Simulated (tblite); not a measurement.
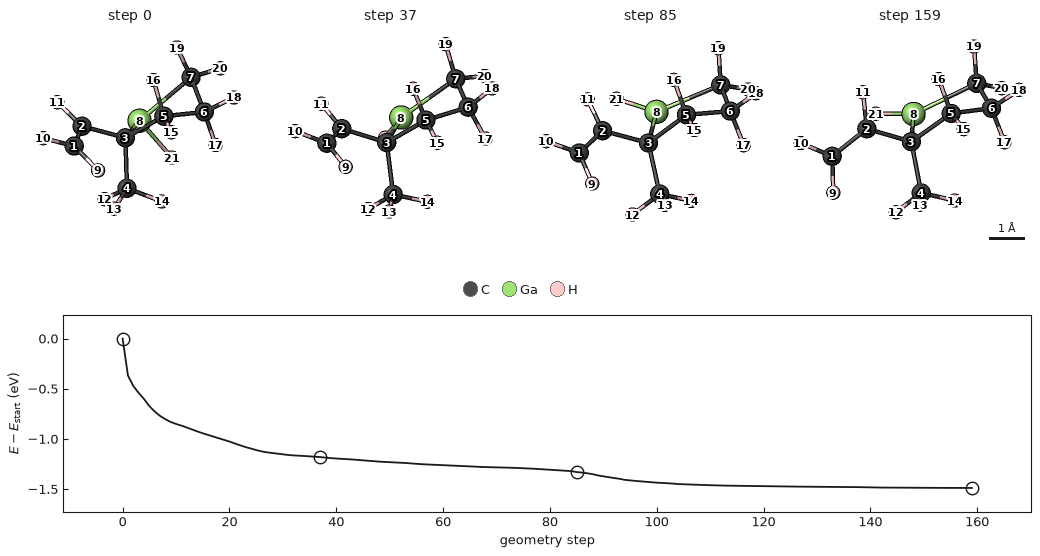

Frames of a relaxation of C$_{7}$H$_{13}$Ga, marked on the history of the run. A ball-and-stick model, seen from a free direction.

The calculation used GFN2-xTB geometry optimisation, gas phase in tblite. 

> Describe the path.

After 159 geometry steps the energy has fallen by 1.488 eV. The largest move after the best rigid fit is that of H21, 2.57 Å. By element the largest moves are H 2.57 Å, C 1.02 Å, Ga 0.31 Å. Near-neighbour distances that change, for instance: C3–Ga8 1.911 → 2.104 Å, Ga8–H21 1.676 → 1.626 Å, C3–C5 1.494 → 1.539 Å, C3–C4 1.483 → 1.528 Å. Among the angles between lasting bonds that change: C7–Ga8–H21 97.8° → 133.8°, C2–C3–Ga8 126.5° → 107.6°, C4–C3–Ga8 99.6° → 114.6°. Groups turn about C2–C3 by about 65°, C6–C7 by about 20°. From step 0 to 37: H21 moves most (1.61 Å), energy −1.180 eV. From step 37 to 85: H21 moves most (1.42 Å), energy −0.149 eV. From step 85 to 159: H9 moves most (1.18 Å), energy −0.158 eV.
